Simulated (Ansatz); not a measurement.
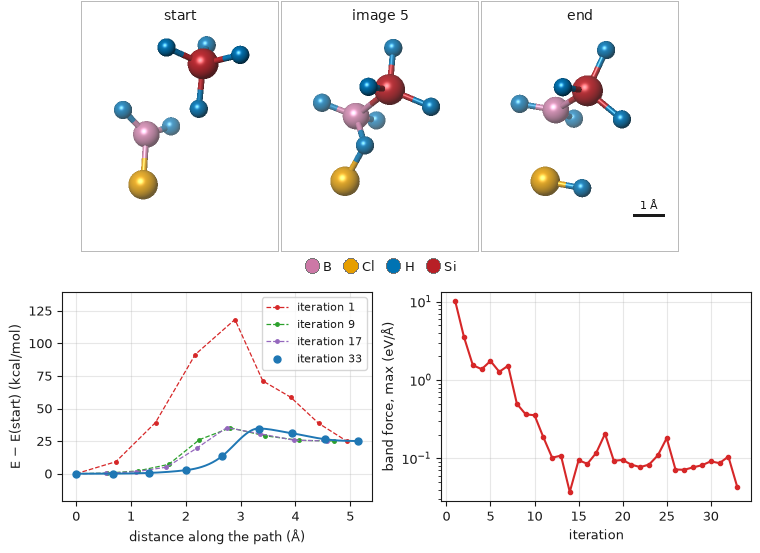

A search for the minimum-energy path of BSiH6Cl, made up at the start of BH₂Cl and SiH₄ by the nudged elastic band. Images are numbered from 0 (start) to 8 (end). The plot follows the band through its iterations. A ball-and-stick model, seen from a free direction.

Theory: RKS B3LYP-D4/def2-SVP (Ansatz 0.2.0). Set-up: 7 movable images; climbing image; force threshold 0.05 eV/Å; iteration limit 60; starting path through a guess of the saddle point.

Question: How did the profile develop, and is the result final?

Answer: The result is final at these settings. The band converged in 33 iterations. The largest component of the band force went from 10 to 0.044 eV/Å. The climbing image converged on the top of the path. Its vibrational analysis gives one imaginary mode (569i cm⁻¹), as a transition state must have. The first iteration put the highest image at 118.3 kcal/mol. Forward barrier 34.7 kcal/mol, backward barrier 9.6 kcal/mol, with image 5 at the top; the reaction energy is +25.1 kcal/mol.

Limits of the set-up: the start holds two separate molecules, 2.6 Å apart at their closest, whose relative position is a soft coordinate.

Cost: 9.3 min on 1 thread of Arm Neoverse V2 (shared host), peak memory 0.15 GiB.
